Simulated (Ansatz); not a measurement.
System: LaNbF₃.

```yaml
crystal:
  lattice:
    - [5.27700, 0.00000, 0.00000]
    - [-2.63850, 4.57002, 0.00000]
    - [0.00000, 0.00000, 6.99694]
  atoms:
    - { symbol: La, position: [0.33333, 0.66667, 0.75000] }
    - { symbol: La, position: [0.66667, 0.33333, 0.25000] }
    - { symbol: Nb, position: [0.00000, 0.00000, 0.25000] }
    - { symbol: Nb, position: [0.00000, 0.00000, 0.75000] }
    - { symbol: F, position: [0.72157, 0.00000, 0.00000] }
    - { symbol: F, position: [0.00000, 0.72157, 0.00000] }
    - { symbol: F, position: [0.27843, 0.27843, 0.00000] }
    - { symbol: F, position: [0.27843, 0.00000, 0.50000] }
    - { symbol: F, position: [0.00000, 0.27843, 0.50000] }
    - { symbol: F, position: [0.72157, 0.72157, 0.50000] }
```

Space group P6₃22; a generated structure, not necessarily the stable one; spin-polarised.

Theory: Ansatz, DFT PBE, scalar-relativistic, plane waves, PAW.

### Predict the valence pseudo-density, electron localisation function and spin density between the atoms.

Nb–F (2.28 Å): ρ at the midpoint is about 0.32 e/Å³; the ELF peaks at about 0.80 in the valence shell of F, 0.6 Å from its nucleus, and drops to about 0.05 between the two atoms; no localised pair shows between them.
La–F (2.60 Å): ρ is about 0.26 e/Å³ halfway, with its minimum of 0.22 e/Å³ about 1.4 Å from La; the ELF is about 0.10 at the midpoint (no localised pair shows between them).
The spin density sits on Nb: +0.4 μB (×2) in one cell of 10 atoms, with smaller moments on La (up to +0.05 μB): parallel main moments (a ferromagnetic arrangement) in this solution. The cell of the calculation (10 atoms) carries 1.7 μB of net spin moment.

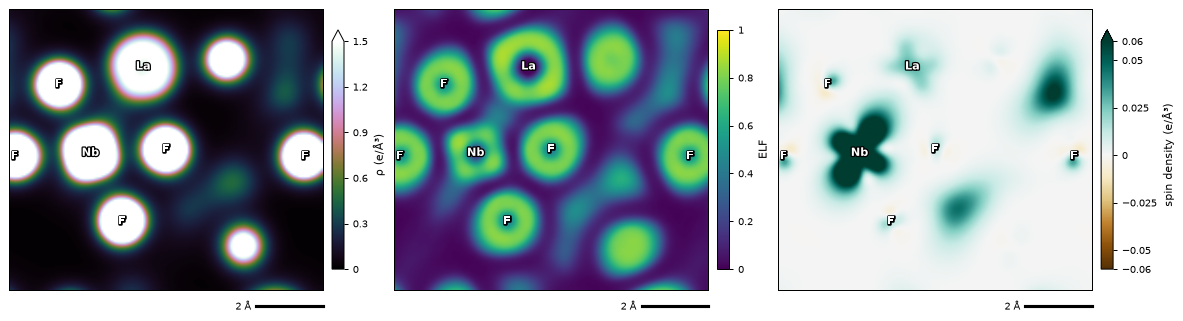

Computed valence pseudo-density, electron localisation function and spin density on the (111) plane of the conventional cell, in this order. Atoms just off the plane (F, 0.4 Å away) can leave unmarked features too.
